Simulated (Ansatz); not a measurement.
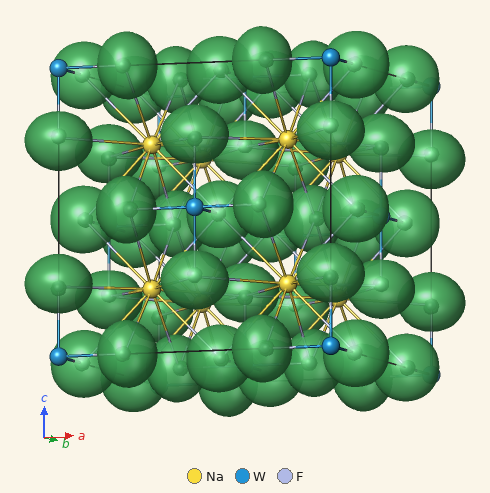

The picture shows: Na₂WF₆. Isosurface of the electron localisation function at 0.6 (green), seen at an oblique angle. Core shells and regions of very low density are left out. Sticks mark near contacts.

Space group Fm-3m; a structure generated by program, which may or may not match a known phase; spin-polarised.

The calculation used Ansatz, DFT PBE, scalar-relativistic, plane waves, PAW.

Core electrons are frozen (PAW), and the valence fields are smoothed inside the atomic spheres.

Input file:

```
crystal:
  lattice:
    - [0.0, 4.0894994082, 4.0894994082]
    - [4.0894994082, 0.0, 4.0894994082]
    - [4.0894994082, 4.0894994082, 0.0]
  atoms:
    - { symbol: Na, position: [0.25, 0.25, 0.25] }
    - { symbol: Na, position: [0.75, 0.75, 0.75] }
    - { symbol: W, position: [0.0, 0.0, 0.0], spin: 0.99 }
    - { symbol: F, position: [0.7584632083, 0.2415367917, 0.2415367917] }
    - { symbol: F, position: [0.2415367917, 0.7584632083, 0.7584632083] }
    - { symbol: F, position: [0.2415367917, 0.7584632083, 0.2415367917] }
    - { symbol: F, position: [0.7584632083, 0.2415367917, 0.7584632083] }
    - { symbol: F, position: [0.2415367917, 0.2415367917, 0.7584632083] }
    - { symbol: F, position: [0.7584632083, 0.7584632083, 0.2415367917] }
basis:
  ecutwfc: 420
kpoints:
  mp_grid: { grid: [8, 8, 8] }
  band_path:
    path:
      - [[0.0, 0.0, 0.0], [0.5, 0.0, 0.5], [0.625, 0.25, 0.625]]
      - [[0.375, 0.375, 0.75], [0.0, 0.0, 0.0], [0.5, 0.5, 0.5], [0.5, 0.25, 0.75], [0.5, 0.0, 0.5]]
    npoints: 14
hamiltonian:
  xc: pbe
scf:
  occupations: { method: gaussian, width: 0.1 }
  n_extra_bands: 22
output:
  forces: true
  stress: true
  eigenvalues: true
  populations: true
  dos: { projected: true, de: 0.02, nscf_kmesh: { grid: [10, 10, 10] } }
  bader: true
  write_density: true
  write_potential: true
  elf: true
  volumetric_format: npy
magnetization:
  spin_polarized: true
checkpoint:
  read: start.run
  write: ck
  compress: false
  write_wavefunctions: false
  write_every: 100000
```

Launched as:

```sh
ansatz run input.yaml --threads 1 --pin off --max-ram 2048MiB --backend cpu --events-out ev --progress --plain --runs-dir out
```

Below, planes, directions and counts refer to the conventional cell (a = 8.18 Å, b = 8.18 Å, c = 8.18 Å, α = 90.00°, β = 90.00°, γ = 90.00°).

> What do the ELF domains correspond to?

The ELF exceeds this value in 24 regions wrapped around F (the valence shell of each), counted in one cell of 36 atoms. Any copies at cell faces, edges or corners count once.

Values along the shortest contacts:
W–F (1.98 Å): the ELF peaks at about 0.80 in the valence shell of F, 0.6 Å from its nucleus, and drops to about 0.15 between the two atoms (no shared electron pair shows on this line). Na–F (2.89 Å): the ELF is about 0 at the midpoint; no localised pair shows between them.

> Which way does charge flow, and how much by Bader's partition?

Electrons move from Na and W towards F. Bader charges: Na +0.93, W +2.49 and F −0.73 e.
